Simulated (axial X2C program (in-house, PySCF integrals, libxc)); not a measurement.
**A two-component session on GaH: properties at the nuclei**

Wanted for GaH: properties at the nuclei, at the two-component level.

Computed with an in-house X2C program for linear molecules on PySCF integrals. Level: two-component X2C with atomic mean-field terms, Ga dyall-acv3z, H dyall-av3z.

All values are calculated.

## Step 1: The job

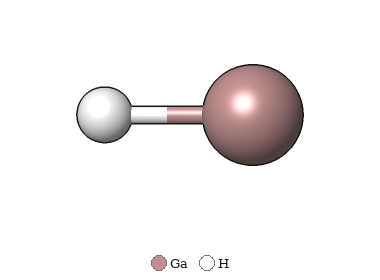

The two atoms at 1.560 Å (gallium pink, hydrogen white).

File task.json:

```json
{
 "zs": [
  31,
  1
 ],
 "q": 0,
 "bas": [
  "dyall-acv3z",
  "dyall-av3z"
 ],
 "r0": 1.56,
 "levels": [
  "PBE0",
  "HF",
  "B3LYP"
 ],
 "nst": 1,
 "ff": 1,
 "thr": -3.5,
 "nmax": 130,
 "opt": {
  "ecut": 60
 }
}
```

Keys: zs atomic numbers; q charge; bas basis sets; r0 starting distance in Å; levels methods (HF also brings MP2); nst determinants followed; ff finite-field run; thr threshold in hartree for freezing inner shells (an s shell follows its p shell); nmax most natural virtual spinors; ecut virtual cutoff in hartree.

Command:

```
> python soeom.py task.json out
```

Nuclei are Gaussian, cores are contracted, and the Gaunt term is on.

## Step 2: Expectation values, lowest determinant

R = 1.675 Å. State: Ω = 0 (closed shell).

Output of the PBE0 run:

```text
two-component X2C + atomic mean field  PBE0
basis functions 150  fitting functions 830  grid points 5074
iter        total energy     max residual
   1      -1943.635096199     1.09e-05
   2      -1943.635096221     1.66e-05
   3      -1943.635096224     3.34e-06
   4      -1943.635096227     1.32e-06
   5      -1943.635096227     3.28e-07
converged
one-electron -2727.26606175  Coulomb 850.66496995  exact exchange -18.68262712  xc functional -57.50073526  nuclear repulsion 9.79372749  atomic mean-field constant -0.64436955
```

The highest occupied spinor is 48% Ga p, 26% H s, 18% Ga s.

| level | qzz Ga (a.u.) | qzz H (a.u.) | μ (D) |
| --- | --- | --- | --- |
| PBE0 | -4.17 | 0.07 | -0.48 |
| HF | -4.07 | 0.08 | -0.27 |
| B3LYP | -4.16 | 0.07 | -0.62 |

qzz is the electric field gradient, eQq0 = 234.96 MHz × Q/barn × qzz; μ is positive if H is the positive end. The operators were transformed with the bare-nucleus X2C matrices.

## Step 3: Finite-field coupled cluster

Output:

```text
two-component X2C + atomic mean field  HF
basis functions 150  fitting functions 830  grid points 5074
iter        total energy     max residual
   1      -1942.182242313     1.67e-01
   2      -1942.202566645     1.07e-02
   3      -1942.203343044     9.29e-03
   4      -1942.203877309     8.53e-04
   5      -1942.203907116     2.74e-04
   6      -1942.203910050     4.83e-05
   7      -1942.203910209     1.25e-05
   8      -1942.203910230     5.03e-06
   9      -1942.203910233     3.22e-06
  10      -1942.203910235     1.07e-06
converged
one-electron -2727.78260968  Coulomb 851.28460786  exact exchange -74.85526635  xc functional 0.00000000  nuclear repulsion 9.79372749  atomic mean-field constant -0.64436955
correlated 14  virtual 250  natural virtual 130  E(MP2) -0.559900116  MP2 remainder -0.011512899
iter   CCSD correlation   residual
   1     -0.504120058   1.32e-01
   2     -0.519890835   5.18e-02
   3     -0.521439101   2.16e-02
   4     -0.521044177   4.93e-03
   5     -0.521160060   1.43e-03
   6     -0.521156657   2.78e-04
   7     -0.521151503   9.85e-05
   8     -0.521152535   4.68e-05
   9     -0.521151865   2.85e-05
  10     -0.521152573   1.34e-05
  11     -0.521152156   5.59e-06
  12     -0.521152206   2.31e-06
  13     -0.521152205   9.58e-07
(T) -0.014196014  T1 0.0206  D1 0.0446  max T2 0.079
```

T1 in the output is the amplitude norm over the root of the electron number; divide by √2 for the Lee–Taylor value.

14 electrons correlated in 130 natural virtual spinors, MP2 remainder added; T1 = 0.015.

| level | qzz Ga (a.u.) | qzz H (a.u.) | μ (D) |
| --- | --- | --- | --- |
| HF | -4.07 | 0.08 | -0.27 |
| MP2 | -4.15 | 0.07 | -0.59 |
| CCSD | -4.01 | 0.07 | -0.49 |
| CCSD(T) | -3.98 | 0.07 | -0.51 |

## Step 4: What came out

```
              quantity                 value
    lowest determinant  Ω = 0 (closed shell)
   qzz Ga (a.u.), PBE0                 -4.17
    qzz H (a.u.), PBE0                  0.07
           μ (D), PBE0                 -0.48
qzz Ga (a.u.), CCSD(T)                 -3.98
 qzz H (a.u.), CCSD(T)                  0.07
        μ (D), CCSD(T)                 -0.51
```

What this shows: The expectation values come from single determinants, which for open shells can mix terms of unlike spin or miss the lowest Ω, so a determinant need not be a state. qzz is the electric field gradient, eQq0 = 234.96 MHz × Q/barn × qzz; μ is positive if H is the positive end. The operators were transformed with the bare-nucleus X2C matrices. Correlation of the inner shells is missing, which matters for properties at the nucleus.
